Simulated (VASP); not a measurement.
Band structure of MoP (relaxed from the wurtzite structure, space group P6_3mc). Level of theory: PBEsol GGA, VASP's PBE PAW potentials (set 64) (plane waves; VASP).

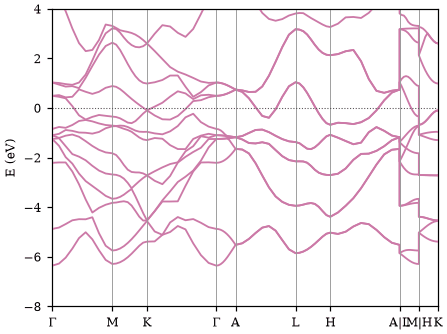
*Bands along high-symmetry lines, zero at the valence-band maximum or, without a gap, the Fermi level*

**Question.** Read the plot: is there a gap, and where are the band edges?

**Answer.** It has no gap at this level: it comes out as a metal or semimetal. (Edges off the drawn lines would not show.)

The structure was generated: MoP was put into the wurtzite type (P6_3mc), which need not be its known phase. It was relaxed first, which changed the volume by -43 %.
